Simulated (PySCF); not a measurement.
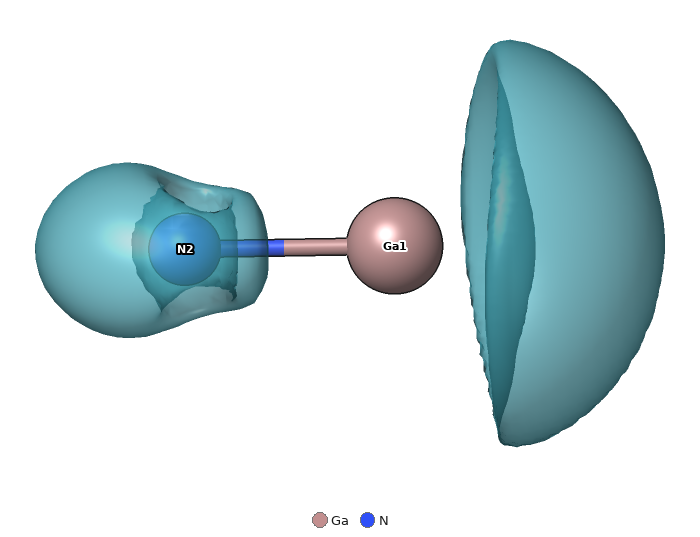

Figure. GaN (charge −1, doublet). Isosurface of the ELF at 0.8 (cyan), seen from one side. Only the valence region is drawn (cores and ρ < 0.01 e/Å³ removed).

The calculation used PBE0/aug-pcseg-1, non-relativistic, at a bond length of 1.850 Å (PySCF 2.14.0).

```xyz
2

Ga    0.0000    0.0000   -0.3124
N     0.0000    0.0000    1.5376
```

**Describe the localisation domains.**

The surface consists of one lobe on Ga, pointing away from the bonds (non-bonding electrons) and one lobe on N, pointing away from the bonds (non-bonding electrons). Along the contacts the grid gives the following. Ga–N (1.85 Å): the ELF peaks at about 0.90 in the valence shell of N, 0.6 Å from its nucleus, and is about 0.30 at the midpoint.
